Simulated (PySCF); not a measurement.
CH₁₁O₂PSi₃

```csv
atom,x (Å),y (Å),z (Å)
C,-0.0811,-2.5339,-0.6766
O,0.6315,-1.3927,-0.2940
Si,0.4225,-0.4675,1.0236
O,-1.1463,-0.0805,1.2227
Si,-2.4864,0.6947,0.7423
Si,1.6832,1.3660,0.4854
P,1.1963,2.2200,-1.5389
H,-1.1544,-2.3763,-0.5542
H,0.1405,-2.7349,-1.7255
H,0.2207,-3.3919,-0.0725
H,0.6452,-1.2185,2.2600
H,-2.1100,2.0346,0.2954
H,-3.0857,-0.0776,-0.3486
H,-3.3204,0.6944,1.9405
H,1.4419,2.4882,1.4069
H,3.1259,1.0912,0.6128
H,1.3914,1.0273,-2.2187
H,2.4766,2.6636,-1.8295
```

Geometry: GFN2-xTB.

The calculation used B3LYP/def2-SVPD, SCF density, gas phase in PySCF 2.14.0.

What will maps of the electron density and electron localisation function show?

Answer. C–O (1.40 Å): ρ is about 2.1 e/Å³ halfway, with its minimum of 1.7 e/Å³ about 0.5 Å from C; the ELF peaks at about 0.90 between the atoms: a shared but strongly polarised pair.
C–H (1.09 Å): ρ is about 2 e/Å³ halfway; the ELF climbs to about 1 towards the hydrogen, as it does in any bond to H: an ordinary covalent bond to hydrogen.

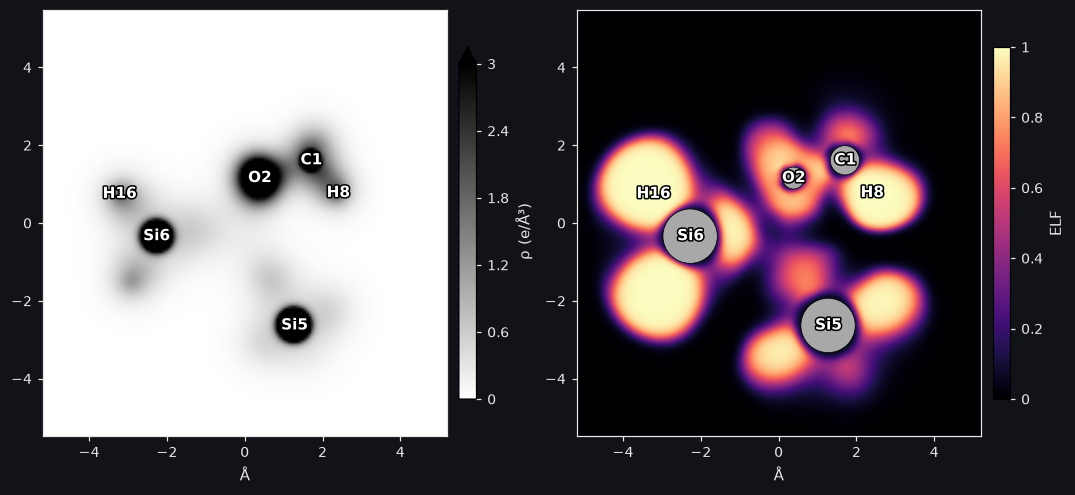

Computed electron density and electron localisation function on the plane of atoms O2, C1 and H8, in this order. Grey discs cover the atomic cores in the ELF map. 
